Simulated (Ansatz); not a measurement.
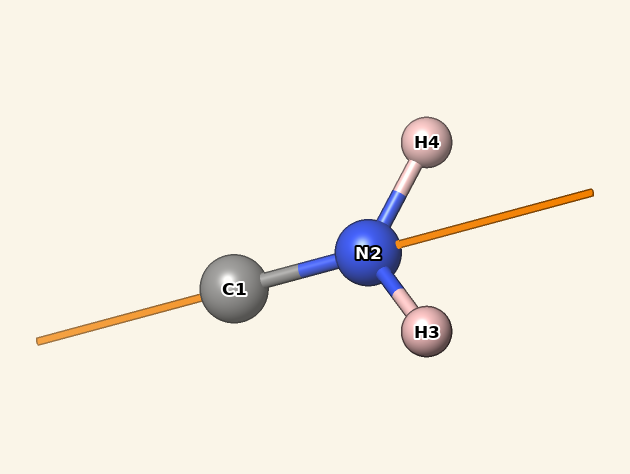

A line through the centre of mass is drawn in. Depth is shown by fading: the farther an atom, the more it takes the colour of the background. State: charge +1, singlet. Computed geometry: PBE0-D4/def2-TZVP optimisation. No frequency run is at hand to confirm it as a minimum.

### Is the line a proper rotation axis of the structure, and of what order?

Yes, a C2 axis. A turn by 180° leaves C1, N2 in place and moves H3 ↔ H4. The point group is C2v.
